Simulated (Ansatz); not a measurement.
# The cluster Cu₂O₂+ (doublet): inputs that go wrong

3 inputs were typed for the cluster Cu₂O₂+ (doublet). Each is run as it stands; the log then has to tell whether the result can be used.

Program: Ansatz 0.2.0, Gaussian basis. Level of theory: the settings change from run to run. These are calculated values, not measurements.

## Step 1: The relaxed structure

The geometry comes from an earlier relaxation with PBE-D4/def2-SVP; it is a stationary point.

4 atoms, charge 1, spin multiplicity 2.

Atoms are counted from 1 here; the program's logs count them from 0.

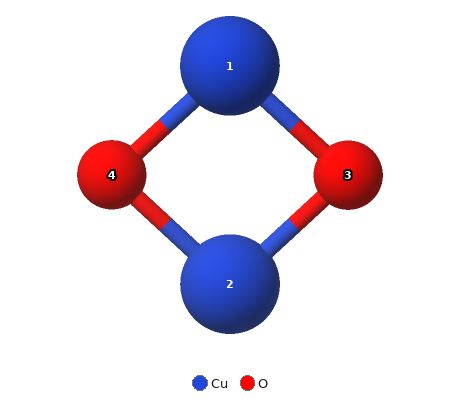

The geometry (copper blue, oxygen red); atoms are numbered from 1 in the order of the file.

## Step 2: Try 1

Contents of in.yaml:

```yaml
crystal:
  periodic: [false, false, false]
  atoms:
    - {symbol: Cu, position_ang: [0.747018, 0.769173, 0.619794]}
    - {symbol: Cu, position_ang: [-0.746805, -0.769354, -0.619896]}
    - {symbol: O, position_ang: [0.137515, 0.750810, -1.097457]}
    - {symbol: O, position_ang: [-0.137728, -0.750628, 1.097549]}
basis:
  gaussian: {orbitals: cc-pVDZ, fitting: {mean_field: cc-pVTZ-jkfit}}
total_charge: 1
magnetization: {spin_polarized: true, initial_magnetization: 1}
hamiltonian: {xc: {name: r2SCAN}, dispersion: rvv10, pseudopotentials: {relativity: none}}
scf: {lower_state_search: off}
```

Command:

```
ansatz run in.yaml --threads 4 --pin off --events-out ev --progress --plain --max-ram 3916MiB
```

Output:

```text
Functional definition: r2SCAN+rVV10
  name "r2SCAN+rVV10"
  cite "Furness, Kaplan, Ning, Perdew & Sun, J. Phys. Chem. Lett. 11, 8208 (2020) doi:10.1021/acs.jpclett.0c02405"
  cite "Furness, Kaplan, Ning, Perdew & Sun, J. Phys. Chem. Lett. 11, 9248 (2020) doi:10.1021/acs.jpclett.0c03077"
  cite "Vydrov & Van Voorhis, J. Chem. Phys. 133, 244103 (2010) doi:10.1063/1.3521275"
  cite "Sabatini, Gorni & de Gironcoli, Phys. Rev. B 87, 041108(R) (2013) doi:10.1103/PhysRevB.87.041108"
  cite "Ning et al., Phys. Rev. B 106, 075422 (2022) doi:10.1103/PhysRevB.106.075422"
  parent "r2scan"
  parameter k0 = 0.174
  parameter k1 = 0.065
  parameter a1 = 4.9479
  exchange = r2scan_x(k0 = k0, k1 = k1, a1 = a1)
  correlation = r2scan_c + rvv10(11.95, 0.0093)
these checks for a lower state are left out or cut short: stability, starts, cluster_reference, orbital_swaps, neighbouring_geometries, increment
Error: <dir> the basis set cc-pVTZ-JKFIT has no functions for Cu
```

Wall time 0.2 s (4 threads of Intel Xeon Platinum 8488C, shared host).

Diagnosis: The program refused the input. The fitting set named has no entry for an element of this molecule. Cure: leave the fitting key out, or name a set that covers all elements and suits the basis.

## Step 3: Try 2

Contents of in.yaml:

```yaml
crystal:
  periodic: [false, false, false]
  atoms:
    - {symbol: Cu, position_ang: [1.643439, 1.692180, 1.363547]}
    - {symbol: Cu, position_ang: [-1.642971, -1.692579, -1.363772]}
    - {symbol: O, position_ang: [0.302533, 1.651781, -2.414406]}
    - {symbol: O, position_ang: [-0.303001, -1.651382, 2.414609]}
basis:
  gaussian: {orbitals: pcseg-2, point_charges: [{charge: 2.00, position_ang: [5.495, 0.284, -0.151]}]}
total_charge: 1
magnetization: {spin_polarized: true, initial_magnetization: 1}
hamiltonian: {xc: {name: B97M-V}, pseudopotentials: {relativity: scalar}}
scf: {lower_state_search: light}
output: {forces: true}
```

Launched as before.

Output:

```text
Functional definition: B97M-V
  name "B97M-V"
  cite "Mardirossian & Head-Gordon, J. Chem. Phys. 142, 074111 (2015) doi:10.1063/1.4907719"
  cite "Becke, J. Chem. Phys. 107, 8554 (1997) doi:10.1063/1.475007"
  cite "Vydrov & Van Voorhis, J. Chem. Phys. 133, 244103 (2010) doi:10.1063/1.3521275"
  # Of w^i u^j: cxij and so on, Table III.
  parameter cx00 = 1.000
  parameter cx01 = 1.308
  parameter cx02 = 1.901
  parameter cx10 = 0.416
  parameter cx11 = 3.070
  parameter css00 = 1.000
  parameter css02 = -1.855
  parameter css10 = -5.668
  parameter css32 = -20.497
  parameter css42 = -20.364
  parameter cos00 = 1.000
  parameter cos01 = 1.573
  parameter cos03 = -6.298
  parameter cos10 = 2.535
  parameter cos32 = -6.427
  parameter b = 6.0
  parameter c = 0.01
  gx(w, u) = cx00 + cx01*u + cx02*u^2 + (cx10 + cx11*u)*w
  gss(w, u) = css00 + css02*u^2 + css10*w + (css32*w^3 + css42*w^4)*u^2
  gos(w, u) = cos00 + cos01*u + cos03*u^3 + cos10*w + cos32*w^3*u^2
  exchange = spin_sum(e_x_unif_s*gx(b97_w, b97_u_x))
  correlation = spin_sum(e_c_pw_mod_same_spin*gss(b97_w, b97_u_same))
      + integral(e_c_pw_mod_opposite_spin*gos(b97_w_opposite, b97_u_opposite)) + vv10(b, c)
1202 factors; their error is unknown
mean field evaluation 1: about -93896.9508 eV, gradient 1.3e2 eV
mean field evaluation 2: about -92103.2470 eV, gradient 5.2e2 eV
mean field evaluation 4: about -93786.2944 eV, gradient 1.1e2 eV
mean field evaluation 8: about -93964.2919 eV, gradient 8.0e0 eV
mean field evaluation 16: about -93966.0772 eV, gradient 1.5e-1 eV
mean field evaluation 32: about -93966.1224 eV, gradient 4.6e-5 eV
mean field evaluation 64: about -93896.0595 eV, gradient 4.8e1 eV
mean field evaluation 96: about -93927.6820 eV, gradient 3.6e1 eV
mean field evaluation 128: about -93880.7740 eV, gradient 5.1e1 eV
mean field evaluation 160: about -93931.8750 eV, gradient 2.8e1 eV
mean field evaluation 192: about -93931.1323 eV, gradient 3.5e1 eV
mean field evaluation 224: about -93957.3780 eV, gradient 2.0e1 eV
mean field evaluation 256: about -93966.7931 eV, gradient 1.9e-1 eV
mean field evaluation 288: about -93966.8548 eV, gradient 1.0e-1 eV
Error: SIGTERM received: run cancelled behind 291 evaluations of the mean field
```

It took 91 s on 4 threads of Intel Xeon Platinum 8488C, shared host.

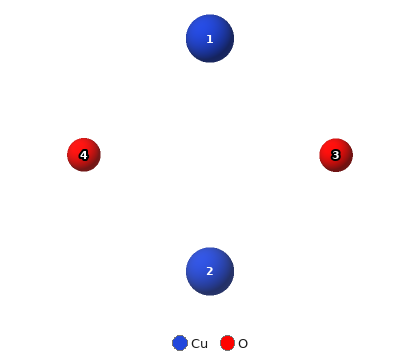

The geometry of this input.

**Diagnosis.** The run hit its time limit. The geometry is stretched to more than twice its size. The shortest distance is 4.01 Å (Cu1–O3), against 1.82 Å in the relaxed molecule. Fix: use the relaxed coordinates, and remove the point charge.

## Step 4: Try 3

Contents of in.yaml:

```yaml
crystal:
  periodic: [false, false, false]
  atoms:
    - {symbol: Cu, position_ang: [0.747018, 0.769173, 0.619794]}
    - {symbol: Cu, position_ang: [-0.746805, -0.769354, -0.619896]}
    - {symbol: O, position_ang: [0.137515, 0.750810, -1.097457]}
    - {symbol: O, position_ang: [-0.137728, -0.750628, 1.097549]}
basis:
  gaussian: {orbitals: def2-mTZVPP, final_grid: {core_spheres: 8, valence_spheres: 7, degree: 23}}
total_charge: 1
magnetization: {spin_polarized: true, initial_magnetization: 1}
hamiltonian: {xc: {name: PBE}, dispersion: d3bjatm}
smearing: {width: 0.1}
output: {forces: true}
```

The command is unchanged.

Output:

```text
Error: YAML parse error: error: line 13 column 1: unknown field `smearing`, expected one of crystal, accuracy, basis, kpoints, hamiltonian, magnetization, projection, total_charge, correlation, batch, efield, external_charges, scf, relax, neb, saddle, md, ramp, phonons, dielectric, real_time, elastic, magnetic_configurations, gw, evaluate, workflow, output, checkpoint, execution
  --> <input>:13:1
   |
11 | magnetization: {spin_polarized: true, initial_magnetization: 1}
12 | hamiltonian: {xc: {name: PBE}, dispersion: d3bjatm}
13 | smearing: {width: 0.1}
   | ^ unknown field `smearing`, expected one of crystal, accuracy, basis, kpoints, hamiltonian, magnetization, projection, total_charge, correlation, batch, efield, external_charges, scf, relax, neb, saddle, md, ramp, phonons, dielectric, real_time, elastic, magnetic_configurations, gw, evaluate, workflow, output, checkpoint, execution
14 | output: {forces: true}
   |
```

Run time: 0.05 s. Hardware: 4 threads of Intel Xeon Platinum 8488C, shared host.

What is wrong: Refused before any calculation. The input holds a key that doesn't belong there. To mend it, remove the key, or spell it as the input reference has it.

## Step 5: Summary

```
try            level    ended                                                               cause    time
  1   r2SCAN/cc-pVDZ  refused  the fitting set named has no entry for an element of this molecule   0.2 s
  2   B97M-V/pcseg-2  timeout               the geometry is stretched to more than twice its size    91 s
  3  PBE/def2-mTZVPP  refused                     the input holds a key that doesn't belong there  0.05 s
```

2 refused, 1 timeout. A refusal costs next to no computing time.
